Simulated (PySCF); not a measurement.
```csv
atom,x (Å),y (Å),z (Å)
Co,0.0000,0.0000,-1.2847
Br,0.0000,0.0000,0.9593
```

Method: PBE0/def2-TZVPPD, non-relativistic Hamiltonian with scalar-relativistic core potentials where named, at a bond length of 2.244 Å (PySCF).

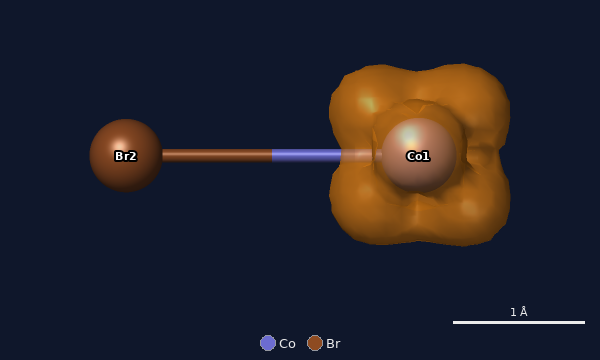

CoBr (triplet). Isosurface of the spin density (α minus β) at +0.3 e/Å³ (orange), seen from one side.

Which atoms carry the spin?

The unpaired spin (2 electrons) lies mostly on Co1 (about 2.0), in electrons by Hirshfeld's partition.
